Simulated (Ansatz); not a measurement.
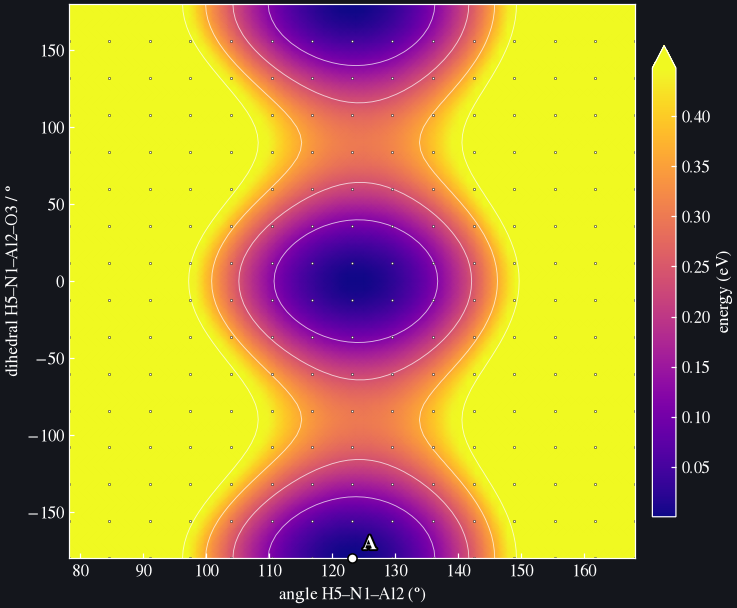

AlFH₃NO, SMILES [NH2][Al]([OH])[F]. The first coordinate is: angle H5–N1–Al2; the second: dihedral H5–N1–Al2–O3. Nothing is relaxed (all other coordinates rigid). Grid: 15 × 15 points; 182 points were computed and 43 follow by symmetry. Energies: eV, counted from the lowest grid point. Computed with RKS SPW92 (LDA)/def2-TZVP in Ansatz.

The picture shows a smooth colour map with a few white contour lines, dots at the grid points, one colour for all values above the top of the scale, the well A. Between grid points the surface is interpolated.

> Estimate the position of the minimum and the force constants in these coordinates. Take the well at A.

The interpolated minimum is at angle H5–N1–Al2 ≈ 123.2°, dihedral H5–N1–Al2–O3 ≈ −180°. The curvatures there are about 4.5 eV/rad² and 0.58 eV/rad², with a cross term of about 0 eV/rad². Round the minimum the two coordinates are nearly uncoupled.
